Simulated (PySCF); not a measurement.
```xyz
14

F     1.0755   -0.1396   -1.8344
C     1.5387   -0.1020   -0.5756
F     2.2862   -1.1905   -0.4005
F     2.3479    0.9602   -0.4984
C     0.3731   -0.0218    0.4243
F     0.9578    0.0255    1.6818
C    -0.6005   -1.1541    0.2802
C    -1.8005   -0.6293    0.0462
O    -1.8422    0.7140   -0.0188
C    -0.5279    1.2073    0.1951
H    -0.3255   -2.1822    0.3812
H    -2.7415   -1.1254   -0.1048
H    -0.5196    1.8494    1.0803
H    -0.2222    1.7881   -0.6789
```

Geometry: GFN2-xTB.

These are results of PBE0/pcSseg-1, SCF density, gas phase, non-relativistic in PySCF, not measurements.

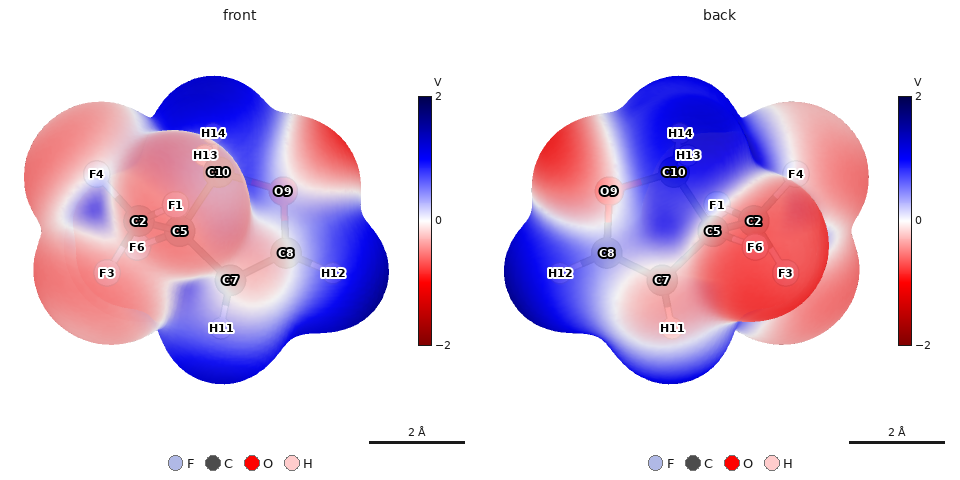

C5H4F4O (SMILES FC(F)(F)[C@]1(F)C=COC1). The electrostatic potential painted on the density surface at 0.002 e/bohr³, seen from the front and from behind; red is negative and blue positive.

> Which sites attract a positive test charge, and which a negative one?

A positive charge is drawn to the negative regions and a negative charge to the positive ones. The most negative region (about −0.8 V, or −18 kcal/mol for a unit charge) lies over F6 and O9, the most positive (about +1.5 V, or +35 kcal/mol for a unit charge) over H12.
